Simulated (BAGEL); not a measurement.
# B3LYP/6-31G(d) (density fitting with qzvpp-jkfit, spherical functions) run of CH4AlNS (SMILES C1[NH][AlH][S]1)

What is the energy change on altering one bond length of CH4AlNS at B3LYP/6-31G* (density fitting with qzvpp-jkfit, spherical functions)? 

The results are computed with BAGEL 1.2.2.

3 further runs of the same task are left out: 1 that didn't finish, 2 set aside as unsound or not needed.

### 1 The structure to begin with

CH4AlNS: 8 atoms, total charge 0, spin state singlet. SMILES: `C1[NH][AlH][S]1`. The coordinates come from a PBE0-D4/def2-TZVP relaxation.

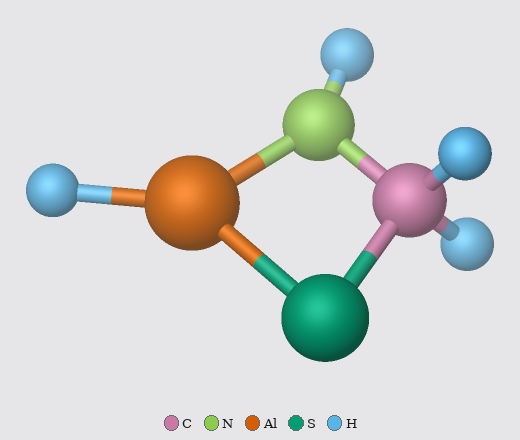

Viewed from a chosen angle; carbon pink, nitrogen green, aluminium orange, sulfur teal, hydrogen blue.

### 2 The energy at B3LYP/6-31G(d) (density fitting with qzvpp-jkfit, spherical functions)

File input.json:

```json
{ "bagel": [

{
  "title": "molecule",
  "basis": "6-31gs.json",
  "df_basis": "qzvpp-jkfit",
  "angstrom": true,
  "geometry": [
    { "atom": "C", "xyz": [      -0.384000,       0.821900,      -0.401500 ] },
    { "atom": "N", "xyz": [       0.729200,       0.248000,       0.333700 ] },
    { "atom": "Al", "xyz": [       0.162000,      -1.422800,       0.377400 ] },
    { "atom": "S", "xyz": [      -1.523200,      -0.604000,      -0.724800 ] },
    { "atom": "H", "xyz": [      -0.095100,       1.244800,      -1.368800 ] },
    { "atom": "H", "xyz": [      -0.941200,       1.572400,       0.168100 ] },
    { "atom": "H", "xyz": [       1.466300,       0.874500,       0.606000 ] },
    { "atom": "H", "xyz": [       0.678200,      -2.791900,       0.954000 ] }
  ]
},

{ "title": "ks", "xc_func": "b3lyp" },

{ "title": "print", "file": "orbitals.molden", "orbitals": true }

]}
```

The basis set 6-31G* is read from a file made from the Basis Set Exchange's data (not shown).

Command:

```bash
$ BAGEL_NUM_THREADS=1 BAGEL input.json > input.out
```

Log:

```text
* using 1 threads per process

  ===============================================================
  ===============================================================

  *** Geometry ***

  { "atom" : "C", "xyz" : [     -0.725655,      1.553166,     -0.758725 ] },
  { "atom" : "N", "xyz" : [      1.377988,      0.468652,      0.630602 ] },
  { "atom" : "Al", "xyz" : [      0.306136,     -2.688702,      0.713183 ] },
  { "atom" : "S", "xyz" : [     -2.878431,     -1.141395,     -1.369673 ] },
  { "atom" : "H", "xyz" : [     -0.179713,      2.352331,     -2.586657 ] },
  { "atom" : "H", "xyz" : [     -1.778610,      2.971405,      0.317663 ] },
  { "atom" : "H", "xyz" : [      2.770905,      1.652565,      1.145174 ] },
  { "atom" : "H", "xyz" : [      1.281612,     -5.275926,      1.802799 ] },

  Number of auxiliary basis functions:      480

  Since a DF basis is specified, we compute 2- and 3-index integrals:
    o Being stored without compression. Storage requirement is 0.020 GB

  Number of basis functions:       72
  Number of electrons      :       46

    * METHOD: MOLECULE                             0.20

  *** Kohn-Sham DFT ***

    * Removing 15239 points whose weight is below 1.00e-10
    * Grid points: 104009

  === Nuclear Repulsion ===
   200.6305315130

       - DIIS with orbital gradients will be used.

  === KS iteration (b3lyp / 6-31gs.json) ===
      0       -710.73985683          0.14957830           0.28
      1       -713.21089200          0.11382548           0.26
      2       -721.15829914          0.14115954           0.25
      3       -731.79601962          0.06936569           0.25
      4       -735.16801887          0.03952382           0.26
      5       -735.76010471          0.02027996           0.27
      6       -735.83670378          0.01141718           0.27
      7       -735.91410803          0.00433629           0.27
      8       -735.91915414          0.00202238           0.26
      9       -735.92038585          0.00076397           0.27
     10       -735.92069126          0.00023787           0.26
     11       -735.92071741          0.00006346           0.27
     12       -735.92071929          0.00000907           0.26
     13       -735.92071930          0.00000730           0.26
     14       -735.92071933          0.00000181           0.27
     15       -735.92071933          0.00000143           0.27
     16       -735.92071933          0.00000063           0.27
     17       -735.92071933          0.00000006           0.26
     18       -735.92071933          0.00000003           0.26
     19       -735.92071933          0.00000000           0.27
    * SCF iteration converged.

    * Permanent dipole moment:
           (   -0.784922,    -0.331549,    -0.361092) a.u.

    * METHOD: KS                                   5.70

    * METHOD: PRINT                                0.01

  ===============================================================
```

Run time: 6.3 s. Hardware: 1 thread of Arm Neoverse V2, shared host; peak memory 0.38 GiB.

### 3 The distorted shape, same level

File dft.json:

```json
{ "bagel": [

{
  "title": "molecule",
  "basis": "6-31gs.json",
  "df_basis": "qzvpp-jkfit",
  "angstrom": true,
  "geometry": [
    { "atom": "C", "xyz": [      -0.494553,       0.727935,      -0.442341 ] },
    { "atom": "N", "xyz": [       0.618647,       0.154035,       0.292859 ] },
    { "atom": "Al", "xyz": [       0.051447,      -1.516765,       0.336559 ] },
    { "atom": "S", "xyz": [      -1.633753,      -0.697965,      -0.765641 ] },
    { "atom": "H", "xyz": [      -0.205653,       1.150835,      -1.409641 ] },
    { "atom": "H", "xyz": [      -1.051753,       1.478435,       0.127259 ] },
    { "atom": "H", "xyz": [       1.466300,       0.874500,       0.606000 ] },
    { "atom": "H", "xyz": [       0.567647,      -2.885865,       0.913159 ] }
  ]
},

{
  "title": "ks",
  "xc_func": "b3lyp",
  "charge": 0
},

{
  "title": "print",
  "file": "orbitals.molden",
  "orbitals": true
}

]}
```

The basis set 6-31G* is read from a file made from the Basis Set Exchange's data (not shown).

Command:

```bash
$ BAGEL_NUM_THREADS=1 BAGEL dft.json > dft.out
```

Log:

```text
* using 1 threads per process

  ===============================================================
  ===============================================================

  *** Geometry ***

  { "atom" : "C", "xyz" : [     -0.934570,      1.375598,     -0.835903 ] },
  { "atom" : "N", "xyz" : [      1.169073,      0.291084,      0.553423 ] },
  { "atom" : "Al", "xyz" : [      0.097221,     -2.866270,      0.636004 ] },
  { "atom" : "S", "xyz" : [     -3.087346,     -1.318963,     -1.446852 ] },
  { "atom" : "H", "xyz" : [     -0.388628,      2.174763,     -2.663835 ] },
  { "atom" : "H", "xyz" : [     -1.987525,      2.793837,      0.240485 ] },
  { "atom" : "H", "xyz" : [      2.770905,      1.652565,      1.145174 ] },
  { "atom" : "H", "xyz" : [      1.072697,     -5.453494,      1.725620 ] },

  Number of auxiliary basis functions:      480

  Since a DF basis is specified, we compute 2- and 3-index integrals:
    o Being stored without compression. Storage requirement is 0.020 GB

  Number of basis functions:       72
  Number of electrons      :       46

    * METHOD: MOLECULE                             0.20

  *** Kohn-Sham DFT ***

    * Removing 15042 points whose weight is below 1.00e-10
    * Grid points: 104206

  === Nuclear Repulsion ===
   199.8278242854

       - DIIS with orbital gradients will be used.

  === KS iteration (b3lyp / 6-31gs.json) ===
      0       -710.69561946          0.14856261           0.29
      1       -713.37979142          0.11249823           0.30
      2       -720.84942634          0.13858056           0.28
      3       -731.67187533          0.07124713           0.28
      4       -735.00276709          0.04334911           0.32
      5       -735.72806849          0.02061486           0.29
      6       -735.81244387          0.01295928           0.29
      7       -735.89825737          0.00510941           0.27
      8       -735.90214186          0.00339707           0.27
      9       -735.90717636          0.00102803           0.27
     10       -735.90783071          0.00026161           0.29
     11       -735.90786071          0.00008311           0.27
     12       -735.90786378          0.00000863           0.27
     13       -735.90786380          0.00000630           0.28
     14       -735.90786382          0.00000131           0.27
     15       -735.90786382          0.00000109           0.26
     16       -735.90786382          0.00000036           0.27
     17       -735.90786382          0.00000006           0.27
     18       -735.90786382          0.00000002           0.26
     19       -735.90786382          0.00000001           0.27
    * SCF iteration converged.

    * Permanent dipole moment:
           (   -0.777056,    -0.338189,    -0.355350) a.u.

    * METHOD: KS                                   5.99

    * METHOD: PRINT                                0.01

  ===============================================================
```

It took 6.6 s on 1 thread of Arm Neoverse V2, shared host; peak memory 0.38 GiB.

### 4 Summary of results

Level: B3LYP/6-31G* (density fitting with qzvpp-jkfit, spherical functions).

| quantity | value |
| --- | --- |
| first shape: total energy | -735.92072 Eh |
| first shape: dipole moment | 2.35 D |
| first shape: HOMO energy | -6.43 eV |
| first shape: LUMO energy | -0.54 eV |
| first shape: HOMO–LUMO gap | 5.89 eV |
| distorted shape: total energy | -735.90786 Eh |
| distorted shape: dipole moment | 2.34 D |
| distorted shape: HOMO energy | -6.42 eV |
| distorted shape: LUMO energy | -0.52 eV |
| distorted shape: HOMO–LUMO gap | 5.89 eV |
| energy change with the N2–H7 bond stretched from 1.005 to 1.156 Å | 0.350 eV |

With the N2–H7 bond stretched from 1.005 to 1.156 Å the energy rises by 0.35 eV (8.1 kcal/mol). The first shape isn't relaxed at this level, so the change isn't measured from a minimum.
